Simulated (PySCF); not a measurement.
## Electronic structure of C4H8FSi3 (SMILES F[C@]1(C#C[SiH3])[CH][SiH2][SiH2]1) (doublet) in real space

Input file:

```
{"job": {"kind": "epr", "basis": "pcH-1"}, "charge": 0, "multiplicity": 2}
F     -0.609778    -1.678317     1.571283
C     -0.532250    -0.493399     0.783519
C      0.822874    -0.099276     0.622504
C      1.965497     0.249727     0.431165
Si     3.703884     0.792790     0.161299
C     -1.496552     0.527332     1.210942
Si    -3.160862     0.033392     0.533432
Si    -1.614118    -1.078561    -0.823957
H      3.674787     1.977912    -0.702921
H      4.312144     1.119779     1.453990
H      4.436244    -0.296727    -0.490403
H     -1.133359     1.511907     1.460624
H     -3.981372     1.123575    -0.009669
H     -4.008621    -0.788862     1.407866
H     -1.029264    -0.380837    -1.974182
H     -1.356852    -2.511492    -0.979280
```

Run with:

```sh
OMP_NUM_THREADS=1 python probes_run.py task.json out
```

Geometry: GFN2-xTB.

These are results of UKS B3LYP, pcH-1 on C F H Si, non-relativistic, mean-field spin-orbit, GIAO (PySCF), not measurements.

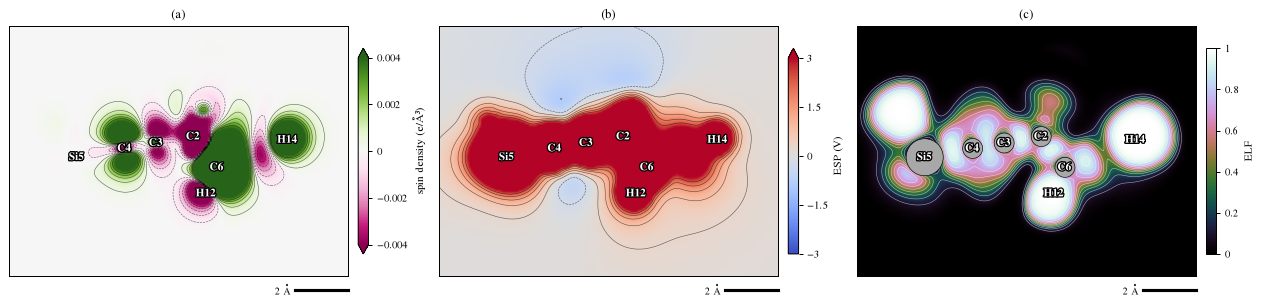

Figure 1. (a) spin density; (b) molecular electrostatic potential; (c) electron localisation function on the plane of atoms C3, C2 and C6. Grey discs cover the atomic cores in the ELF map.

### What do the fields say about this system?

- The section cuts through C, Si and H sites.
- C–C (1.21 Å): the ELF peaks at about 0.90 between the atoms: a short, multiple covalent bond.
- C–Si (1.84 Å): the ELF peaks at about 0.95 between the atoms, as expected for a shared electron pair.
- C–H (1.08 Å): the ELF climbs to about 1 towards the hydrogen, as it does in any bond to H; a covalent bond by its length.
- The unpaired spin (1 electron) lies mostly on C6 (about 0.6), Si8 (about 0.1), Si7 (about 0.1) and C2 (about 0.1), in electrons by Hirshfeld's partition.
- Outside the dense part of the molecule the potential is most negative (−0.8 V) near C4.

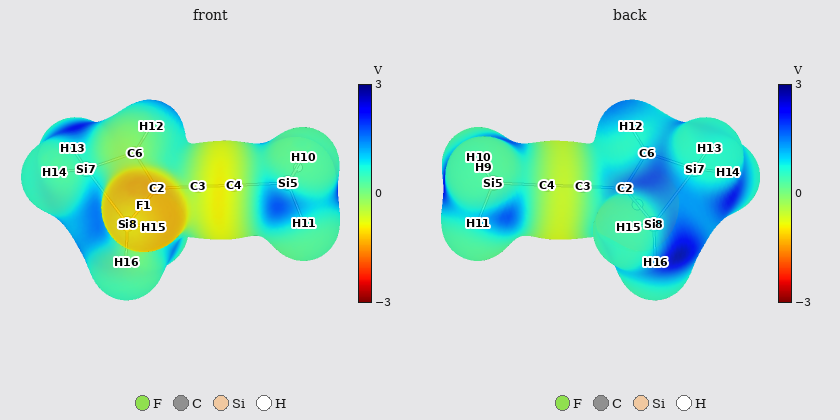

Figure 2. The molecular electrostatic potential painted on the density surface at 0.004 e/bohr³, seen from the front and from behind; the colour scale runs from red (negative) to blue (positive).

### Describe the electrostatic potential map.

The most negative region (about −1.3 V) lies over F1, the most positive (about +2.6 V) over Si8.
